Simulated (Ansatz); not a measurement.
# ClF₂HSi: what the fields show

Input

```
crystal:
  periodic: [false, false, false]
  atoms:
    - {symbol: Si, position_ang: [0.316415, -0.283392, 0.492870]}
    - {symbol: F, position_ang: [-1.016330, -0.473184, 1.326271]}
    - {symbol: F, position_ang: [0.497299, -1.634344, -0.312709]}
    - {symbol: H, position_ang: [0.667470, 1.150366, -0.198525]}
    - {symbol: Cl, position_ang: [-0.464853, 1.240554, -1.307907]}
basis:
  gaussian: {orbitals: def2-TZVPP}
hamiltonian: {xc: pbe0, dispersion: d4}
output: {orbitals: {seedname: orbitals}}
```

Run with:

```sh
ansatz run in.yaml --threads 2 --pin off --events-out ev --progress --plain --max-ram 4352MiB
```

A transition-state structure; geometry: PBE0-D4/def2-TZVP.

These are results of RKS PBE0-D4/def2-TZVPP (Ansatz), not measurements.

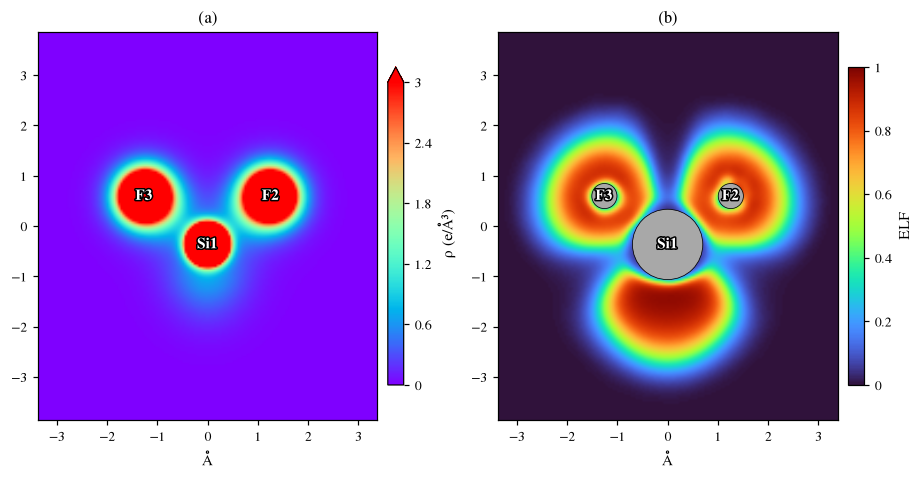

Figure 1. (a) total electron density; (b) ELF on the plane of atoms F2, Si1 and F3. Grey discs cover the atomic cores in the ELF map.

Q: What does the map show?

A: Atoms in the plane: Si and F.
Si–F (1.58 Å): the density is about 1.2 e/Å³ at the midpoint; the ELF peaks at about 0.85 in the valence shell of F, 0.6 Å from its nucleus, and is about 0.55 at the midpoint.
The ELF also peaks beside F3 and F2, away from the bonds: lone-pair regions.

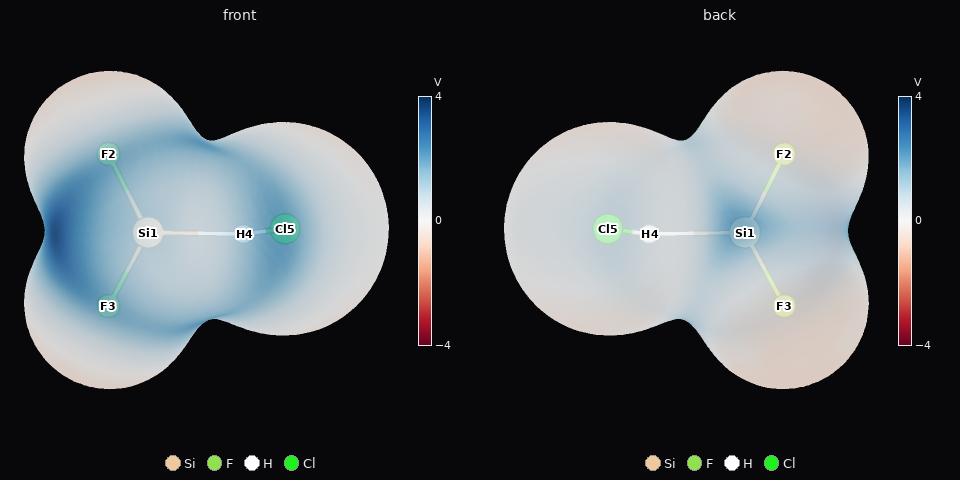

Figure 2. The molecular electrostatic potential painted on the density surface at 0.004 e/bohr³, seen from the front and from behind; the colour scale runs from red (negative) to blue (positive).

Q: Where is the surface potential most negative and most positive?

A: The most negative region (about −0.5 V, or −12 kcal/mol for a unit charge) lies over F2 and F3, the most positive (about +3.4 V, or +78 kcal/mol for a unit charge) over Si1.

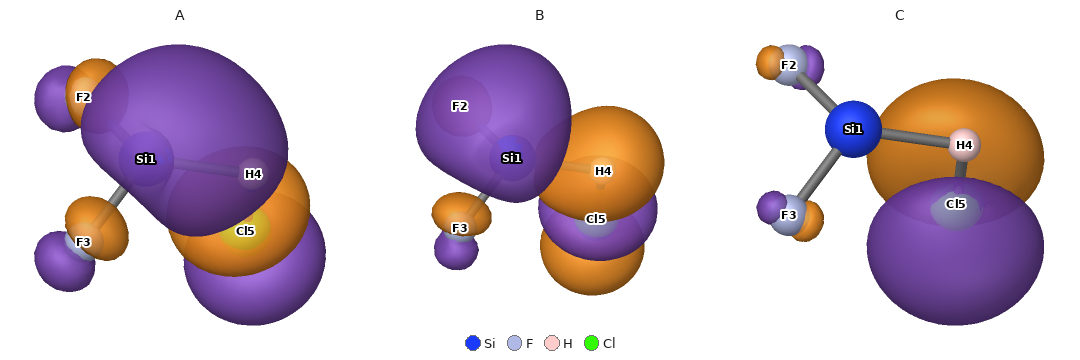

Figure 3. Three frontier orbitals at ±0.1 Å⁻³ᐟ² (orange and purple are the two phases), in no order.

Q: Order the three orbitals by energy and name them.

A: C is the HOMO−1 (−9.61 eV). Its weight (Hirshfeld) is mainly on Cl5 (about 90 %); largely a lone pair of Cl5. A is the HOMO (−7.84 eV). By Hirshfeld shares it lies mainly on Si1 (about 45 %), Cl5 (about 35 %) and H4 (about 5 %). B is the LUMO (−2.41 eV). It lies mainly on Si1 (about 50 %), Cl5 (about 25 %) and H4 (about 15 %).

Q: What is the HOMO–LUMO gap?

A: 5.43 eV between the orbital energies.
